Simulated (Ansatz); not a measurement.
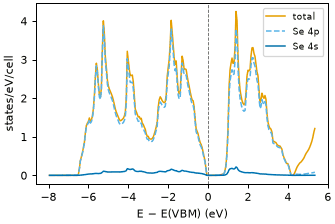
Figure. Total and projected density of states of Se (trigonal Se type, P3_121), PBEsol in the plane-wave PAW code Ansatz

### Question
Which orbitals carry the states next to the gap?

### Answer
Top 1 eV of the valence band: Se 4p 94 %. Bottom 1 eV of the conduction band: Se 4p 90 %, Se 4s 6 %. Projections are on Löwdin-orthogonalised atomic valence shells; empty p or d shells of many metals are not among them.

### Question
Where is the tallest occupied peak in this window, and what makes it?

### Answer
Near -1.9 eV, about 4.0 states/eV per cell; the largest projected share is Se 4p.

Symmetry was held in the PBEsol relaxation. A crystal of weakly bound chains computed without a dispersion correction: the cell and the soft elastic constants depend strongly on that. Spin–orbit coupling is left out wherever it is not named.

Potentials: the earlier of the program's two PAW sets. The files were generated under PBE; for other functionals the program regenerates the frozen cores, and for LDA and PBEsol the local potential too.
